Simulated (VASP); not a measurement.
Band structure of WC (wc). Computed with RPBE GGA, VASP's PBE PAW potentials (set 64) (plane waves; VASP 6.6.1).

Unless said otherwise, spin-orbit coupling is left out, though it shifts the bands of the heavy elements here.

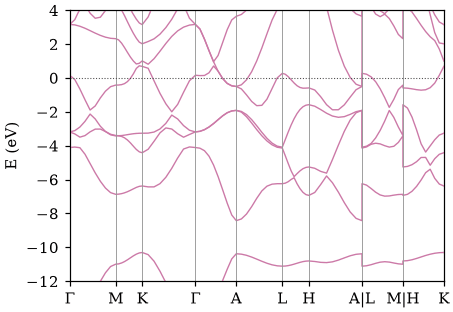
Figure: Bands along high-symmetry lines, zero at the valence-band maximum or, without a gap, the Fermi level

Problem. Read the plot: is there a gap, and where are the band edges?

Solution. It has no gap at this level: it comes out as a metal or semimetal. (Edges off the drawn lines would not show.)

The compound is WC in the wc structure. It was relaxed first.
